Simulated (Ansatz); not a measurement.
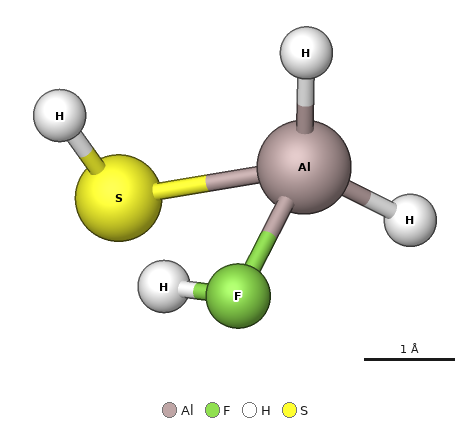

The input geometry (ball-and-stick view, seen at a tilt). Sticks mark near contacts.

**Phonon calculation, with input and output: AlH₄SF**

- system: AlH₄SF
- method: UKS B3LYP/def2-SVP (Ansatz 0.2.0)

It belongs to a series of runs on one base structure; here: vibrations at the highest image of the band.

The program's output:
```
Engine: ansatz 0.2.0, x86_64-unknown-linux-gnu
Functional definition: B3LYP
  parameter a0 = 0.2
  parameter ax = 0.72
  parameter ac = 0.81
  exchange = (1 - a0 - ax)*slater_x + ax*b88_x + a0*exact_x
  correlation = (1 - ac)*vwn_rpa_c + ac*lyp_c
708 factors; integrals over basis functions are off by at most 3.8e-4 eV
mean field evaluation 1: about -20207.7791 eV, gradient 1.9e1 eV
mean field evaluation 2: about -20207.1206 eV, gradient 2.6e1 eV
mean field evaluation 4: about -20209.1580 eV, gradient 8.6e-1 eV
mean field evaluation 8: about -20209.1696 eV, gradient 6.2e-3 eV
mean field -20209.16956244 eV, -742.6732831525 hartree, gradient 5.3e-6 eV, S^2 0.000000; 0 other end points of the search recorded, 0 dependent functions left out
the calculation of the forces begins
reference -20209.16979394 eV, -742.6732916599 hartree; 21, 21 occupied and 49, 49 virtual orbitals, 708 factors
these checks for a lower state are left out or cut short: stability, starts, cluster_reference, orbital_swaps, neighbouring_geometries, increment
708 factors; integrals over basis functions are off by at most 3.8e-4 eV
mean field evaluation 16: about -20209.1695 eV, gradient 5.7e-2 eV
mean field -20209.16949332 eV, -742.6732806125 hartree, gradient 1.1e-6 eV, S^2 0.000000; 0 other end points of the search recorded, 0 dependent functions left out
[... from here on the field's lines of each further geometry are left out, up to the last ...]
the calculation of the forces begins
reference -20209.16973724 eV, -742.6732895763 hartree; 21, 21 occupied and 49, 49 virtual orbitals, 708 factors
these checks for a lower state are left out or cut short: stability, starts, cluster_reference, orbital_swaps, neighbouring_geometries, increment
708 factors; integrals over basis functions are off by at most 3.8e-4 eV
mean field -20209.16950235 eV, -742.6732809441 hartree, gradient 1.4e-6 eV, S^2 0.000000; 0 other end points of the search recorded, 0 dependent functions left out
the calculation of the forces begins
reference -20209.16973386 eV, -742.6732894520 hartree; 21, 21 occupied and 49, 49 virtual orbitals, 708 factors
WARN: phonons: modes at or below zero, which the zero-point energy, F, S and C_V leave out: 1, the lowest at -222.56 cm⁻¹. A minimum has none, and a first-order saddle one
Total energy: -20209.16979394 eV, -742.6732916599 hartree
Atom 0 at    -0.416607    -0.754115     0.210965 Å, force    -0.015781     0.001088     0.007286 eV/Å
Atom 1 at    -1.153335     0.758370    -0.742706 Å, force    -0.024319    -0.012962     0.008449 eV/Å
Atom 2 at    -0.648486    -2.025360    -0.689215 Å, force     0.002831    -0.001939    -0.002101 eV/Å
Atom 3 at    -0.792851    -0.579369     1.732857 Å, force     0.001661    -0.002546    -0.003353 eV/Å
Atom 4 at    -0.119678     1.033289    -0.849625 Å, force     0.027381     0.015963    -0.006511 eV/Å
Atom 5 at     1.524972     0.428619    -0.406498 Å, force     0.010601    -0.004940    -0.004379 eV/Å
Atom 6 at     1.605785     1.138565     0.744220 Å, force    -0.002373     0.005337     0.000609 eV/Å
Dipole moment:     0.045901     0.216352     0.090197 e Å
Vibrations: -222.56 341.44 380.63 415.09 433.49 490.20 625.05 641.36 765.40 974.89 1030.50 1843.78 1960.60 1979.25 2667.79 cm⁻¹, zero-point energy 0.901952 eV
```

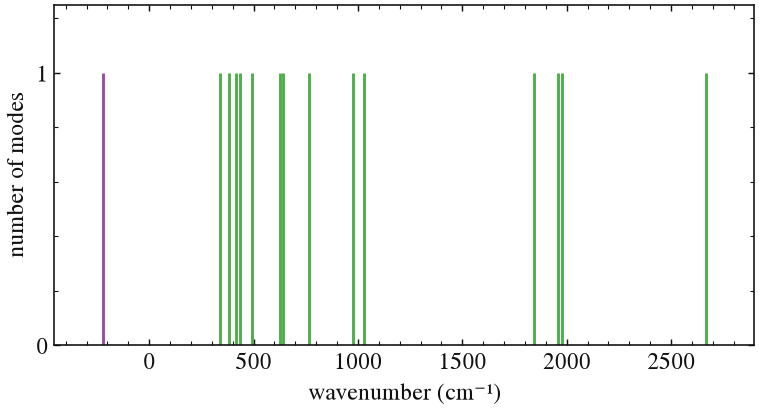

Harmonic vibrational wavenumbers from the force constants; neighbouring modes closer than 13 cm⁻¹ are counted in one stick, and imaginary ones are drawn at negative wavenumbers. 15 modes from 223i to 2668 cm⁻¹, 1 imaginary beyond 8i (223i cm⁻¹): a first-order saddle point, if the geometry is stationary.

This output came from the following input.

Input:
```yaml
crystal:
  periodic: [false, false, false]
  atoms:
    - { symbol: Al, position_ang: [-0.416607, -0.754115, 0.210965] }
    - { symbol: F, position_ang: [-1.153335, 0.75837, -0.742706] }
    - { symbol: H, position_ang: [-0.648486, -2.02536, -0.689215] }
    - { symbol: H, position_ang: [-0.792851, -0.579369, 1.732857] }
    - { symbol: H, position_ang: [-0.119678, 1.033289, -0.849625] }
    - { symbol: S, position_ang: [1.524972, 0.428619, -0.406498] }
    - { symbol: H, position_ang: [1.605785, 1.138565, 0.74422] }
magnetization:
  spin_polarized: true
basis:
  gaussian: { orbitals: def2-SVP }
hamiltonian:
  xc: b3lyp
phonons: {}
```

Run as:
```bash
ansatz run input.yaml --threads 2 --pin off --max-ram 3072MiB --backend cpu --events-out ev --progress --plain --runs-dir out
```

Summary:

| quantity | value |
| --- | --- |
| outcome | converged |
| total energy | −20209.1698 eV |
| mean-field energy | −20209.1698 eV |
| largest force (length of the vector) | 0.032 eV/Å |
| hardware | 2 threads of Intel Xeon (Sapphire Rapids), 16 GiB of memory available, shared host |
| wall time | 37 s (CPU time 69 s) |
| peak memory | 0.19 GiB |
